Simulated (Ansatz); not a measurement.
**Fields on a plane of KF (rock salt)**

```
CELL_PARAMETERS angstrom
      0.00000     2.65916     2.65916
      2.65916     0.00000     2.65916
      2.65916     2.65916     0.00000
ATOMIC_POSITIONS crystal
  K  0.00000 0.00000 0.00000
  F  0.50000 0.50000 0.50000
```

The slice is a {100} plane (indices of the conventional cell) through the point (0.500, 0.500, 0.500) (fractional), spanned by u = [100] and v = [0 1 -1] in vectors of this cell: u (3.76 Å) and v (3.76 Å, at 90° to u). It covers one period; positions are fractions (u, v).

Atoms on it: K at (0.50, 0.50); F at (0.00, 0.00).

Calculation: r2SCAN (plane waves to 500 eV, PAW, scalar-relativistic; Ansatz, a quantum-chemistry and plane-wave program). k mesh 11×11×11. These are valence fields of a PAW run, semicore shells included where kept as valence: close to a nucleus they are smooth pseudo fields. KF was relaxed with its symmetry unable to fall.

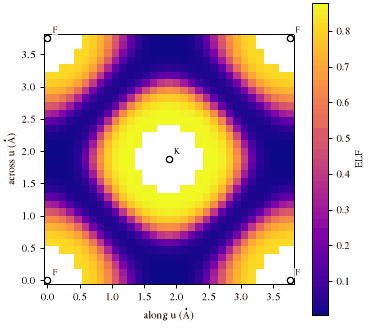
Electron localisation function (ELF), one period of the plane, atoms marked. Points within 0.5 Å of a nucleus are left white, as the pseudised field means little there.

```
|xxxxxxxxx999888777888999xxxxxxxx|
|xxxxxxxxx999887777788999xxxxxxxx|
|xxxxxxxx99988777677788999xxxxxxx|
|xxxxxxxx99877666666677899xxxxxxx|
|xxxxxxx9987765544455677899xxxxxx|
|xxxxxxx8876544322234456788xxxxxx|
|xxxxx98876542100000124567889xxxx|
|xxx99987653100xxxxx00135678999xx|
|999998765310xxxxxxxxx01356789999|
|9999876531xxxxxxxxxxxxx135678999|
|9998775410xxxxxxxxxxxxx014577899|
|888876420xxxxxxxxxxxxxxx02467888|
|888765410xxxxxxxxxxxxxxx01456788|
|88776530xxxxxxxxxxxxxxxxx0356778|
|87776420xxxxxxxxxxxxxxxxx0246777|
|77766420xxxxxxxxxxxxxxxxx0246677|
|87776420xxxxxxxxxxxxxxxxx0246777|
|88776530xxxxxxxxxxxxxxxxx0356778|
|888765410xxxxxxxxxxxxxxx01456788|
|888876420xxxxxxxxxxxxxxx02467888|
|9998775410xxxxxxxxxxxxx014577899|
|9999876531xxxxxxxxxxxxx135678999|
|999998765310xxxxxxxxx01356789999|
|xxx99987653100xxxxx00135678999xx|
|xxxxx98876542100000124567889xxxx|
|xxxxxxx8876544322234456788xxxxxx|
|xxxxxxx9987765544455677899xxxxxx|
|xxxxxxxx99877666666677899xxxxxxx|
|xxxxxxxx99988777677788999xxxxxxx|
|xxxxxxxxx999887777788999xxxxxxxx|
|xxxxxxxxx999888777888999xxxxxxxx|
|xxxxxxxxx999988787889999xxxxxxxx|
```
Scale: ten equal steps from -2.00 (start of '0') to 6.04 (end of '9'), in the order '0123456789'. Values: electrostatic potential energy of an electron, from the cell's mean, in eV. The map has 32 points along u (one character each, u = 0 at the left) and 32 along v (v = 0 in the bottom row). Points within 1 Å of a nucleus are blanked (x), as the pseudised field means little there. Values under -2 eV are set to -2. The zero, the cell's mean, hangs on the PAW cores.

The density on the K–F line (2.66 Å) at its density minimum, 1.4 Å from K is 0.12 e/Å³. The ELF at that point is 0.0. Character of the K–F contact (rough rule: ELF there above 0.7 covalent, below 0.2 ionic, polar between): closed-shell (ionic).
